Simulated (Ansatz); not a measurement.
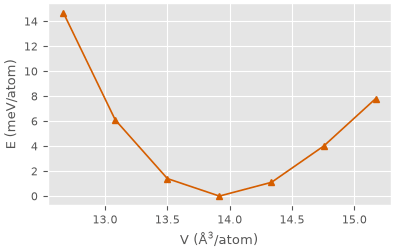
Figure: WC2 in space group P6_3/mmc (No. 194; W on 2c, C on 4f) under volume change, plane-wave PAW PBE+D3(BJ) (Ansatz code), shape and atoms relaxed at each volume.

Q: What does a third-order Birch–Murnaghan fit give for V₀, B₀ and B′?

A: V₀ = 13.94 Å³/atom, B₀ = 29.0 GPa, B′ = 8.3.

The start of the workflow was typed in or built on a structure type; neither database checked (COD, Materials Project) lists it. Whether it is the stable phase at ambient conditions was not checked. Symmetry was held in the PBE+D3(BJ) relaxation; whether a distortion lowers the energy is not shown. The run is not spin-polarised. Its formation energy is positive at this level, so the cell may be metastable or incomplete. Scalar-relativistic: spin–orbit coupling is off unless named, which matters more the heavier the elements.

Potentials: the earlier of the program's two PAW sets.
